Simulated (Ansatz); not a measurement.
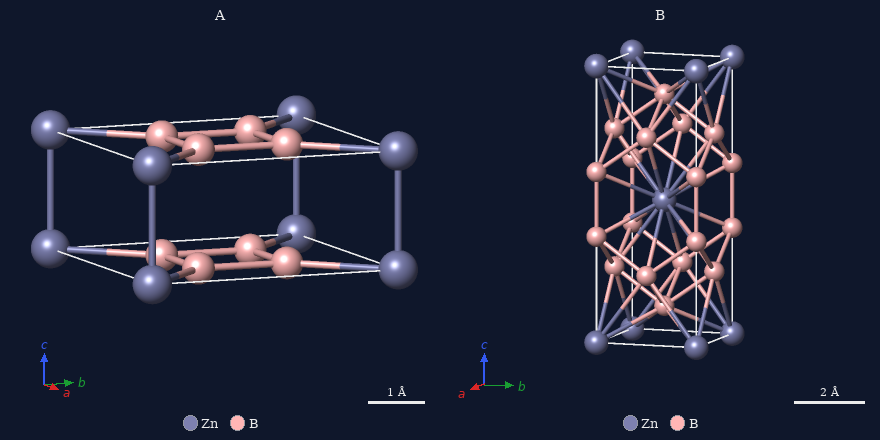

Two structures of ZnB4, each relaxed to rest (conventional cells in solid outline, small ones repeated, not to one scale). Method: Ansatz, DFT PBE, scalar-relativistic, plane waves, PAW, without spin polarisation.

Give the type and space group of each.

Answer. A: 5 atoms a cell on a primitive tetragonal lattice, P4/mmm. B: 10 atoms a cell on a body-centred tetragonal lattice, I4/mmm.

Which has the lower energy, and by how much?

Answer. B is lower, by 689 meV/atom at this level of theory (energies at zero smearing). Volumes: A 9.9, B 7.5 Å³/atom.

One or both may be structure types tried for this composition rather than known phases.
